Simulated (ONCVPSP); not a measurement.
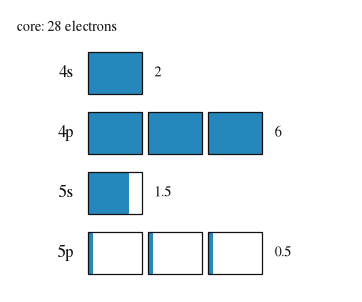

**Figure 1.** The valence shells of the reference configuration: a box for each of the 2l + 1 orbitals, shaded by the share of the shell that is filled, with the electron count at the right. The shells are those of the unaltered input.

## Sr: pseudopotential generation

- system: strontium (Sr, Z = 38), core [Ar] 3d10, reference valence 4s2 4p6 5s1.5 5p0.5, valence charge 10. (This line and the method describe the unaltered input from which the odd one was made.)
- method: ONCV potential, LDA (Perdew-Zunger), scalar-relativistic, made with ONCVPSP 4.0.1

## The input
```
# ATOM AND REFERENCE CONFIGURATION
# atsym  z   nc   nv     iexc    psfile
  Sr 38.00    6    4        3      upf
#
#   n    l    f
    1    0    2.00
    2    0    2.00
    2    1    6.00
    3    0    2.00
    3    1    6.00
    3    2   10.00
    4    0    2.00
    4    1    6.00
    5    0    1.50
    5    1    0.50
#
# PSEUDOPOTENTIAL AND OPTIMIZATION
# lmax
    2
#
#   l,   rc,      ep,       ncon, nbas, qcut
    0    1.90    0.00    4    8    5.60
    1    2.90    0.00    4    7    5.70
    2    2.20    0.20    4    7    4.70
#
# LOCAL POTENTIAL
# lloc, lpopt,  rc(5),   dvloc0
    4    5    1.20    0.00
#
# VANDERBILT-KLEINMAN-BYLANDER PROJECTORs
# l, nproj, debl
    0    2   40.00
    1    2    1.90
    2    2    2.40
#
# MODEL CORE CHARGE
# icmod, fcfact, rcfact
    4    0.65    0.00
#
# LOG DERIVATIVE ANALYSIS
# epsh1, epsh2, depsh
   -3.00    5.00    0.02
#
# OUTPUT GRID
# rlmax, drl
    6.00    0.01
#
# TEST CONFIGURATIONS
# ncnf
    4
# nvcnf
#   n    l    f
    4
    4    0    2.00
    4    1    6.00
    5    0    2.00
    5    1    0.00
#
    4
    4    0    2.00
    4    1    6.00
    5    0    1.00
    5    1    0.00
#
    4
    4    0    2.00
    4    1    6.00
    5    0    0.00
    5    1    0.00
#
    4
    4    0    2.00
    4    1    6.00
    5    0    0.00
    5    1    2.00
#
```

Hardware: 1 CPU thread, shared host.

Command:
```bash
oncvpsp.x < Sr.dat > Sr.out
```

## Output (extracts)
```
ONCVPSP  (Optimized Norm-Conservinng Vanderbilt PSeudopotential)
scalar-relativistic version 4.0.1

#   n    l    f        energy (Ha)
    1    0    2.00    -5.8481473E+02
    2    0    2.00    -7.9226154E+01
    2    1    6.00    -7.0460800E+01
    3    0    2.00    -1.2252227E+01
    3    1    6.00    -9.4240873E+00
    3    2   10.00    -4.7380056E+00
    4    0    2.00    -1.5285109E+00
    4    1    6.00    -8.6443691E-01
    5    0    1.50    -1.4723156E-01
    5    1    0.50    -5.9411998E-02

Reference configufation results
  iterations    21
  all-electron total energy (Ha)   -3.17577119D+03

Begin loop to  construct optimized pseudo wave functions
and semi-local pseudopoentials for all angular momenta

Calculating optimized projector #   1

 for l=   0

    Fraction of norm inside rc  0.872158
    Optimizing pswf for qcut=   5.60 a_B^-1,  ecut=  15.68 Ha
    Residual kinetic energy error=  4.22D-05 Ha

    Energy error per electron        Cutoff
         Ha          eV             Ha
         0.01000     0.27211        9.02
         0.00100     0.02721       12.22
         0.00010     0.00272       14.61
         0.00001     0.00027       40.81

Calculating optimized projector #   2

 for l=   0

    Fraction of norm inside rc  0.041980
    Optimizing pswf for qcut=   5.60 a_B^-1,  ecut=  15.68 Ha
    Residual kinetic energy error=  1.67D-05 Ha

    Energy error per electron        Cutoff
         Ha          eV             Ha
         0.01000     0.27211        5.35
         0.00100     0.02721       10.60
         0.00010     0.00272       13.55
         0.00001     0.00027       17.46

Calculating optimized projector #   1

 for l=   1

    Fraction of norm inside rc  0.970186
    Optimizing pswf for qcut=   5.69 a_B^-1,  ecut=  16.21 Ha
    Residual kinetic energy error=  4.05D-09 Ha

    Energy error per electron        Cutoff
         Ha          eV             Ha
         0.01000     0.27211        6.11
         0.00100     0.02721        8.25
         0.00010     0.00272       10.18
         0.00001     0.00027       11.72

Calculating optimized projector #   2

 for l=   1

    Fraction of norm inside rc  0.054259
    Optimizing pswf for qcut=   5.69 a_B^-1,  ecut=  16.21 Ha
    Residual kinetic energy error=  2.96D-10 Ha

    Energy error per electron        Cutoff
         Ha          eV             Ha
         0.01000     0.27211        3.68
         0.00100     0.02721        6.05
         0.00010     0.00272        8.14
         0.00001     0.00027        9.96

WARNING wellstate: moderately localized bound state found for n= 4 l=  2
WARNING scattering state with energy  0.05000000
WARNING will be used for the first projector

   Wellstate for l =  2  n =  5
     eigenvalue =   0.0500
     asymptotic potential =   0.5500
     half-point radius = 21.9589

   Wellstate for l =  2  n =  6
     eigenvalue =   2.4500
     asymptotic potential =   2.9500
     half-point radius =  3.7517

Calculating optimized projector #   1

 for l=   2

    Fraction of norm inside rc  0.075083
    Optimizing pswf for qcut=   4.71 a_B^-1,  ecut=  11.08 Ha
    Residual kinetic energy error=  6.29D-05 Ha

    Energy error per electron        Cutoff
         Ha          eV             Ha
         0.01000     0.27211        4.80
         0.00100     0.02721        7.95
         0.00010     0.00272       10.66
         0.00001     0.00027       27.39

Calculating optimized projector #   2

 for l=   2

    Fraction of norm inside rc  0.182423
    Optimizing pswf for qcut=   4.71 a_B^-1,  ecut=  11.08 Ha
    Residual kinetic energy error=  7.09D-03 Ha

    Energy error per electron        Cutoff
         Ha          eV             Ha
         0.01000     0.27211       10.48
         0.00100     0.02721       17.98
         0.00010     0.00272       39.53
         0.00001     0.00027       47.05

Construct Vanderbilt / Kleinmman-Bylander projectors

B matrix Hermiticity error, ll=   0
   1   2    8.2230E-05

  Orthonormal projector coefficients  9.3877E+00  1.2496E+00

B matrix Hermiticity error, ll=   1
   1   2    2.7819E-05

  Orthonormal projector coefficients  4.6537E+00  3.9110E-01

B matrix Hermiticity error, ll=   2
   1   2    5.1555E-05

  Orthonormal projector coefficients -4.7160E+01  2.1499E+00

Model core correction analysis
  based on d2Exc/dn_idn_j

d2excae - all-electron derivatives

   -2.990619D-02   -2.659854D-02   -2.390354D-03   -1.136360D-03
   -2.659871D-02   -2.579595D-02   -3.838895D-03   -1.492141D-03
   -2.390190D-03   -3.838082D-03   -2.570084D-02   -2.028352D-02
   -1.136354D-03   -1.492032D-03   -2.027223D-02   -2.523340D-02

d2excps - pseudofunction derivatives with no core correction

   -3.828047D-02   -3.235620D-02   -3.127792D-03   -1.474275D-03
   -3.235709D-02   -2.983683D-02   -4.336934D-03   -1.731648D-03
   -3.127777D-03   -4.336153D-03   -2.576823D-02   -2.031375D-02
   -1.474324D-03   -1.731554D-03   -2.030246D-02   -2.524762D-02

rms 2nd derivative error    3.109468E-03

rmatch, rhocmatch    0.9269    5.3421

Coarse scan for minimum error
  matrix elements: rms 2nd-derivative errors (mHa)
  column index : amplitude prefactor to rhocmatch
  row index : scale prefactor to rmatch

         1.500  2.000  2.500  3.000  3.500  4.000  4.500  5.000  5.500  6.000

  1.0    2.483  2.349  2.232  2.126  2.031  1.943  1.862  1.787  1.716  1.649
  1.1    2.277  2.097  1.938  1.796  1.667  1.549  1.439  1.338  1.242  1.153
  1.2    2.034  1.799  1.592  1.407  1.239  1.086  0.944  0.812  0.690  0.575
  1.3    1.755  1.457  1.196  0.962  0.752  0.559  0.383  0.223  0.093  0.116
  1.4    1.441  1.074  0.753  0.469  0.213  0.057  0.250  0.448  0.633  0.807
  1.5    1.097  0.657  0.275  0.086  0.380  0.657  0.912  1.146  1.364  1.567
  1.6    0.728  0.220  0.254  0.643  0.996  1.316  1.607  1.874  2.121  2.351
  1.7    0.349  0.287  0.785  1.231  1.630  1.989  2.314  2.611  2.884  3.136
  1.8    0.169  0.763  1.330  1.827  2.267  2.660  3.015  3.336  3.631  3.901
  1.9    0.529  1.251  1.876  2.417  2.892  3.314  3.691  4.033  4.343  4.626

Nelder-Mead iteration
 converged in  20 steps
amplitude prefactor, scale prefactor
    3.4268    1.4444

Optimized Teter model core charge

d2excps - pseudofunction derivatives with core correction

   -2.980667D-02   -2.663620D-02   -2.455206D-03   -1.152847D-03
   -2.663634D-02   -2.575308D-02   -3.906923D-03   -1.509648D-03
   -2.455024D-03   -3.906103D-03   -2.570987D-02   -2.028791D-02
   -1.152827D-03   -1.509531D-03   -2.027662D-02   -2.523493D-02

rms 2nd derivative error    4.576979E-05

Pseudoatom total energy  -31.210401

Diagnostic tests using Vanderbilt-Kleinman-Bylander pseudopotentials
  1 or more projectors used as specified by nproj input data

   l    rcore       rmatch      e in        delta e   norm test  slope test

   0   1.9000985   1.9577896  -1.5285109  -0.0000012   1.0000901   1.0000926
   0   1.9000985   1.9577896  -0.1472316   0.0000018   1.0000322   1.0000290

   1   2.9055794   2.9937991  -0.8644369   0.0000003   1.0000690   1.0000666
   1   2.9055794   2.9937991  -0.0594120   0.0000004   1.0000117   1.0000095

   2   2.2066103   2.2736077   0.0500000   0.0000047   1.0000822   1.0000822
   2   2.2066103   2.2736077   2.4500000   0.0000501   1.0001150   1.0001150

 Testing for bound ghosts
   n   l    E NL Schr. Eq   E Basis Diag.   E Cutoff

   1   0       -1.528512       -1.528507     72.95
   2   0       -0.147230       -0.070071     72.95

   2   1       -0.864437       -0.864426     26.62
   3   1       -0.059412       -0.037738     26.62

       2                      -31.337679     52.92  WARNING - GHOST(-)
   3   2       -0.069016       -0.054289     52.92

 Testing for highly-localized positive-energy ghosts
       l    <radius>/rc     E Basis Diag.   E Cutoff

       0        0.617070        3.988028     72.95  WARNING - GHOST(+)

Test configuration 0

   n   l     f        eae           eps        diff
   1   0  2.0000 -584.81473441
   2   0  2.0000  -79.22615442
   2   1  6.0000  -70.46080031
   3   0  2.0000  -12.25222658
   3   1  6.0000   -9.42408732
   3   2 10.0000   -4.73800562
   4   0  2.0000   -1.52851087   -1.52851206   -1.18D-06
   4   1  6.0000   -0.86443691   -0.86443665    2.54D-07
   5   0  1.5000   -0.14723156   -0.14722980    1.76D-06
   5   1  0.5000   -0.05941200   -0.05941156    4.38D-07

    Total energies and differences
      AE_ref= -3.17577119D+03  AE_tst= -3.17577119D+03  dif=  0.00D+00
      PS_ref= -3.12104011D+01  PS_tst= -3.12104011D+01  dif=  1.07D-14
      PSP excitation error= -1.07D-14

Test configuration 1

   n   l     f        eae           eps        diff
   1   0  2.0000 -584.78910396
   2   0  2.0000  -79.20049545
   2   1  6.0000  -70.43517379
   3   0  2.0000  -12.22657174
   3   1  6.0000   -9.39844375
   3   2 10.0000   -4.71236945
   4   0  2.0000   -1.50344041   -1.50343183    8.58D-06
   4   1  6.0000   -0.83988506   -0.83989953   -1.45D-05
   5   0  2.0000   -0.13397441   -0.13397161    2.80D-06

    Total energies and differences
      AE_ref= -3.17577119D+03  AE_tst= -3.17581447D+03  dif= -4.33D-02
      PS_ref= -3.12104011D+01  PS_tst= -3.12536797D+01  dif= -4.33D-02
      PSP excitation error= -6.76D-07

Test configuration 2

   n   l     f        eae           eps        diff
   1   0  2.0000 -585.02849333
   2   0  2.0000  -79.43948264
   2   1  6.0000  -70.67417258
   3   0  2.0000  -12.46512375
   3   1  6.0000   -9.63696770
   3   2 10.0000   -4.95085508
   4   0  2.0000   -1.73903931   -1.73911064   -7.13D-05
   4   1  6.0000   -1.07370933   -1.07374048   -3.12D-05
   5   0  1.0000   -0.31557544   -0.31557754   -2.10D-06

    Total energies and differences
      AE_ref= -3.17577119D+03  AE_tst= -3.17559164D+03  dif=  1.80D-01
      PS_ref= -3.12104011D+01  PS_tst= -3.10308396D+01  dif=  1.80D-01
      PSP excitation error= -1.44D-05

Test configuration 3

   n   l     f        eae           eps        diff
   1   0  2.0000 -585.31251215
   2   0  2.0000  -79.72274264
   2   1  6.0000  -70.95745156
   3   0  2.0000  -12.74755358
   3   1  6.0000   -9.91934427
   3   2 10.0000   -5.23316261
   4   0  2.0000   -2.01589038   -2.01613199   -2.42D-04
   4   1  6.0000   -1.34698982   -1.34706711   -7.73D-05

    Total energies and differences
      AE_ref= -3.17577119D+03  AE_tst= -3.17518075D+03  dif=  5.90D-01
      PS_ref= -3.12104011D+01  PS_tst= -3.06199071D+01  dif=  5.90D-01
      PSP excitation error= -5.32D-05

Test configuration 4

   n   l     f        eae           eps        diff
   1   0  2.0000 -584.88528090
   2   0  2.0000  -79.29685546
   2   1  6.0000  -70.53137858
   3   0  2.0000  -12.32296342
   3   1  6.0000   -9.49478557
   3   2 10.0000   -4.80868112
   4   0  2.0000   -1.59734096   -1.59737777   -3.68D-05
   4   1  6.0000   -0.93150868   -0.93146102    4.77D-05
   5   1  2.0000   -0.08478896   -0.08478822    7.40D-07

    Total energies and differences
      AE_ref= -3.17577119D+03  AE_tst= -3.17563340D+03  dif=  1.38D-01
      PS_ref= -3.12104011D+01  PS_tst= -3.10726024D+01  dif=  1.38D-01
      PSP excitation error= -4.20D-06
```

## What the run reported

| quantity | value |
| --- | --- |
| outcome | generated, with a ghost state |
| ghost flags of the generator | 1 GHOST(-), 1 GHOST(+) |
| largest excitation error printed | 1.4 meV |
| wall time | 5.9 s |

## What is odd here

This input holds a deliberate oddity: debl of l = 0 set to 40.00 Ha. The program ran to the end. The all-electron atom is untouched: its total energy equals that from the unaltered input (−3175.7712 Ha). The pseudo-atom's energy and ghost flags in the reference configuration are also those from the unaltered input, so the oddity leaves no trace there. The unaltered input has a GHOST(-) flag too. The potential has a bound ghost state, so it can't be used as it stands. Warnings of the program, in the generation or the tests: wellstate: moderately localized bound state found for n= 4 l= 2.
